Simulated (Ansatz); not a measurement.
CH$_{8}$OSSi$_{2}$: several calculations on one system

### Relaxation

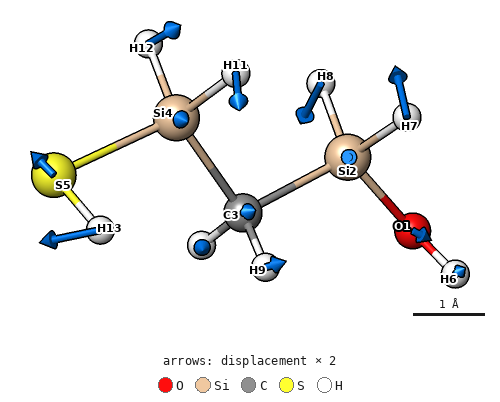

A relaxation of CH8OSSi2. The starting structure is drawn; blue arrows show the displacements, magnified 2 times. The two geometries are superimposed by the best rigid fit.

Style: ball-and-stick. Shown at a tilt.

The run prepares an end point of a later path (torsion) calculation, from a guessed geometry.

Computed with Ansatz, RKS PBE-D4/6-31G*.

The input:
```yaml
crystal:
  periodic: [false, false, false]
  atoms:
    - { symbol: O, position_ang: [-2.3765, 1.2984, 1.0171] }
    - { symbol: Si, position_ang: [-1.338, 0.1001, 0.8355] }
    - { symbol: C, position_ang: [-0.1059, 0.4579, -0.4764] }
    - { symbol: Si, position_ang: [1.09, -1.0169, -0.5169] }
    - { symbol: S, position_ang: [2.5398, -0.7008, -2.01] }
    - { symbol: H, position_ang: [-2.1333, 2.1247, 1.5235] }
    - { symbol: H, position_ang: [-0.6507, -0.051, 2.1578] }
    - { symbol: H, position_ang: [-2.0552, -1.112, 0.52] }
    - { symbol: H, position_ang: [0.499, 1.3758, -0.1736] }
    - { symbol: H, position_ang: [-0.5509, 0.6291, -1.4078] }
    - { symbol: H, position_ang: [1.7028, -1.2352, 0.8012] }
    - { symbol: H, position_ang: [0.2948, -2.2468, -0.8781] }
    - { symbol: H, position_ang: [3.1043, 0.342, -1.3775] }
basis:
  gaussian: { orbitals: "6-31G*" }
hamiltonian:
  xc: pbe
  dispersion: d4
relax:
  f_tol: 0.015
  max_steps: 40
```

Launched with:
```bash
ansatz run input.yaml --threads 2 --pin off --max-ram 3072MiB --backend cpu --events-out ev --progress --plain --runs-dir out
```

> Describe the change and its energy.

Over 18 accepted moves (19 points after the start) the energy falls by 42.7 kJ/mol. The largest force component goes from 3.1 to 0.0033 eV/Å. The line search rejected the trial step at point 5 of the run. The forces were under the threshold at step 8, but the run went on from there. The atom that moves furthest after the best rigid fit is H8 (0.51 Å). Largest moves by element: H 0.51 Å, S 0.27 Å, Si 0.18 Å, O 0.17 Å, C 0.16 Å. Among the contacts that change: O1–Si2 1.596 → 1.682 Å, Si4–S5 2.105 → 2.168 Å, C3–H10 1.046 → 1.105 Å, Si2–C3 1.835 → 1.891 Å. Among the angles between lasting bonds that change: Si2–O1–H6 121.3° → 114.7°, S5–Si4–H12 108.4° → 102.9°, O1–Si2–H7 105.9° → 111.4°.

### Relaxation

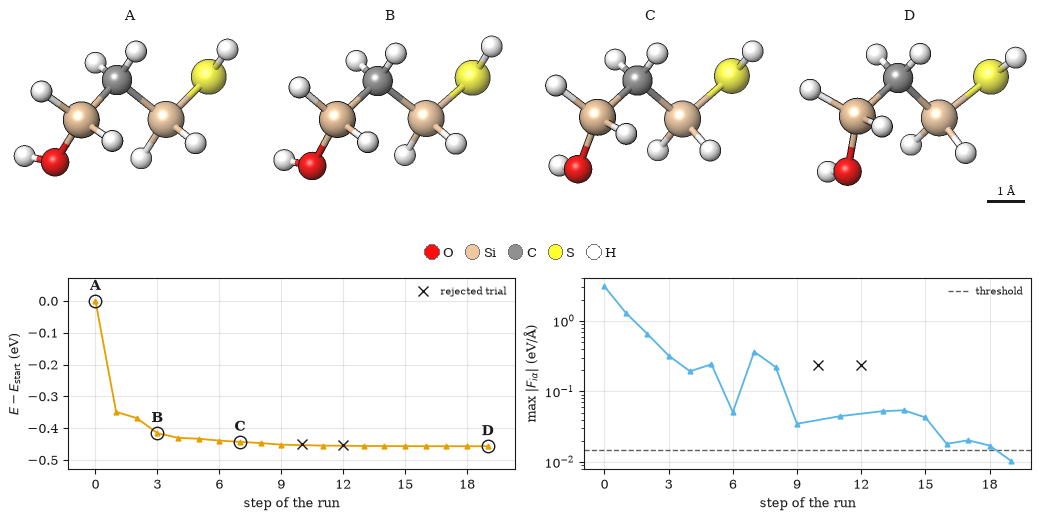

Frames of a relaxation of CH₈OSSi₂, marked on the history of the run. A ball-and-stick model, seen from a free direction.

The run prepares an end point of a later path (torsion) calculation, from a guessed geometry.

All numbers below come from Ansatz 0.2.0, RKS PBE-D4/6-31G*.

Input
```yaml
crystal:
  periodic: [false, false, false]
  atoms:
    - { symbol: O, position_ang: [-2.3765, 1.2984, 1.0171] }
    - { symbol: Si, position_ang: [-1.338, 0.1001, 0.8355] }
    - { symbol: C, position_ang: [-0.1059, 0.4579, -0.4764] }
    - { symbol: Si, position_ang: [-1.07554, 0.63762, -2.09947] }
    - { symbol: S, position_ang: [0.2608, 1.06512, -3.66874] }
    - { symbol: H, position_ang: [-2.1333, 2.1247, 1.5235] }
    - { symbol: H, position_ang: [-0.6507, -0.051, 2.1578] }
    - { symbol: H, position_ang: [-2.0552, -1.112, 0.52] }
    - { symbol: H, position_ang: [0.5824, -0.44383, -0.59154] }
    - { symbol: H, position_ang: [0.46867, 1.30656, -0.26548] }
    - { symbol: H, position_ang: [-1.87209, -0.56684, -2.37396] }
    - { symbol: H, position_ang: [-2.01965, 1.80418, -1.94692] }
    - { symbol: H, position_ang: [0.86212, -0.13552, -3.61353] }
basis:
  gaussian: { orbitals: "6-31G*" }
hamiltonian:
  xc: pbe
  dispersion: d4
relax:
  f_tol: 0.015
  max_steps: 40
```

Launched with:
```bash
ansatz run input.yaml --threads 2 --pin off --max-ram 3072MiB --backend cpu --events-out ev --progress --plain --runs-dir out
```

Q: Describe the path.

A: The energy falls by 0.456 eV in 17 accepted moves (19 points after the start). Largest force component: 3.1 eV/Å at the start, 0.01 eV/Å at the end. The line search rejected the trial steps at points 10, 12 of the run. The atom that moves furthest after the best rigid fit is H6 (0.77 Å). Largest moves by element: H 0.77 Å, O 0.50 Å, Si 0.24 Å, C 0.13 Å, S 0.08 Å. Near-neighbour distances that change, for instance: O1–Si2 1.596 → 1.687 Å, Si4–S5 2.105 → 2.172 Å, C3–H10 1.046 → 1.105 Å, Si2–C3 1.835 → 1.892 Å. Among the angles between lasting bonds that change: Si2–O1–H6 121.3° → 115.0°, S5–Si4–H12 108.4° → 102.4°, O1–Si2–H7 105.9° → 111.5°. Groups turn about Si2–C3 by about 30°. Cost: 55 s on 2 threads of Intel(R) Xeon(R) Platinum 8259CL CPU @ 2.50GHz (Skylake/Cascade Lake), on a shared host, peak memory 0.18 GiB. From step 0 to 3: H atoms move most (0.20 Å), energy −0.415 eV. From step 3 to 7: H6 moves most (0.45 Å), energy −0.027 eV. From step 7 to 19: H atoms move most (0.29 Å), energy −0.014 eV.

### Path

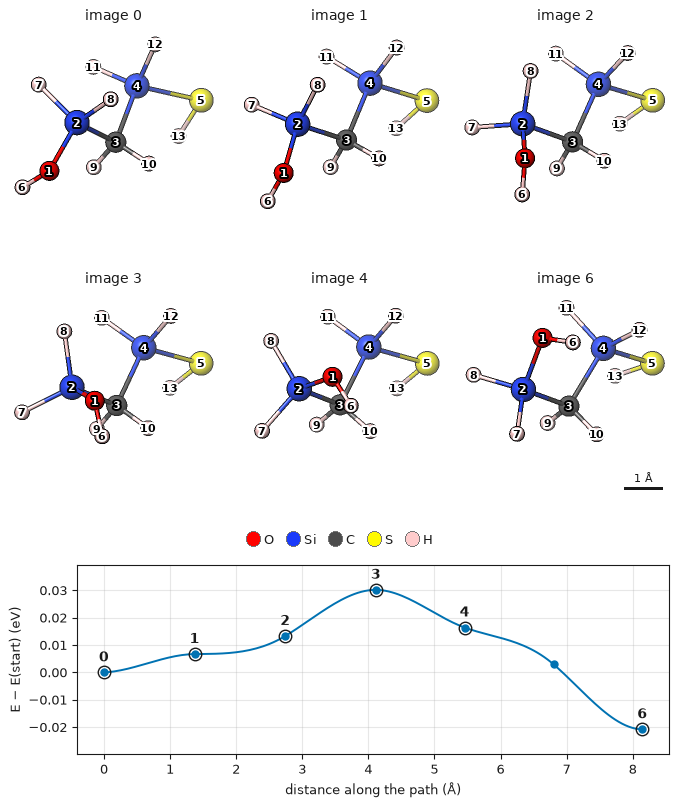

A search for the minimum-energy path of CH8OSSi2 by the nudged elastic band. Images are numbered from 0 (start) to 6 (end). Style: ball-and-stick. Shown from a free direction.

Theory: RKS PBE-D4/6-31G* (Ansatz). Settings: 5 movable images; climbing image; force threshold 0.03 eV/Å; iteration limit 60; starting path through a guess of the saddle point.

> What happens along the path, and what is the barrier?

The motion is a rotation about the Si2–C3 bond by about 160°. No bond forms or breaks between the ends. Forward barrier 0.030 eV, backward barrier 0.051 eV, with image 3 at the top; the reaction energy is −0.021 eV. The band is converged. At the top, the vibrational analysis gives one imaginary mode (45i cm⁻¹), as a transition state must have.
